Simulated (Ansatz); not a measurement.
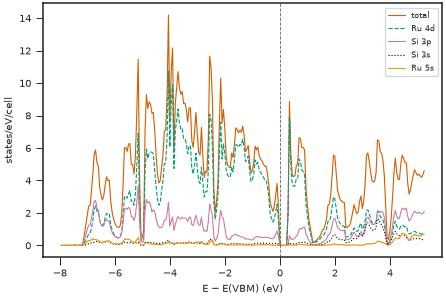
Figure. Total and projected density of states of SiRu in space group P2_13 (No. 198; Ru on 4a, Si on 4a), DFT-r²SCAN in the program Ansatz with PAW potentials

Q: Which orbitals carry the states next to the gap?

A: Top 1 eV of the valence band: Ru 4d 80 %, Si 3p 12 %. Bottom 1 eV of the conduction band: Ru 4d 81 %, Si 3p 13 %. Projections are on Löwdin-orthogonalised atomic valence shells; empty p or d shells of many metals are not among them.

Q: Where is the tallest occupied peak in this window, and what makes it?

A: Near -4.1 eV, about 14 states/eV per cell; the largest projected share is Ru 4d.

The r²SCAN relaxation kept the symmetry of its start. No spin polarisation was allowed. Spin–orbit coupling is left out wherever it is not named.

Potentials: the later of the program's two PAW sets.
